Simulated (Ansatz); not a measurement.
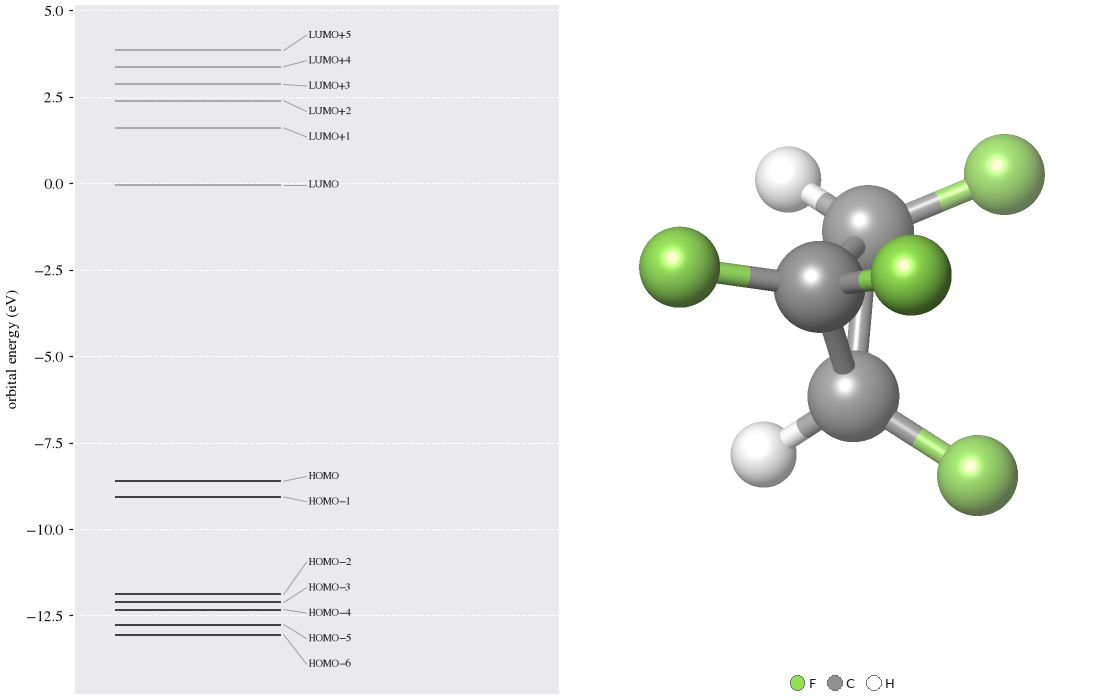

C₃H₂F₄, SMILES F[C@H]1[C@@H](F)C1(F)F. Kohn-Sham orbital energies near the frontier, PBE0/def2-TZVPP, the Ansatz code 0.2.0, at a PBE0-D4/def2-TZVP geometry (no frequency check), isolated molecule; empty levels in grey, levels within 0.03 eV side by side.

**Where do the frontier orbitals lie?**

HOMO at −8.62 eV, LUMO at −0.04 eV, 8.57 eV apart.

**How far below the HOMO does the next level lie?**

0.46 eV.

**List the levels.**

| orbital | energy (eV) |
| --- | --- |
| LUMO+5 | 3.83 |
| LUMO+4 | 3.37 |
| LUMO+3 | 2.85 |
| LUMO+2 | 2.38 |
| LUMO+1 | 1.59 |
| LUMO | −0.04 |
| HOMO | −8.62 |
| HOMO−1 | −9.07 |
| HOMO−2 | −11.89 |
| HOMO−3 | −12.13 |
| HOMO−4 | −12.33 |
| HOMO−5 | −12.76 |
| HOMO−6 | −13.06 |

Known limits of this run: empty levels above zero depend strongly on the basis.
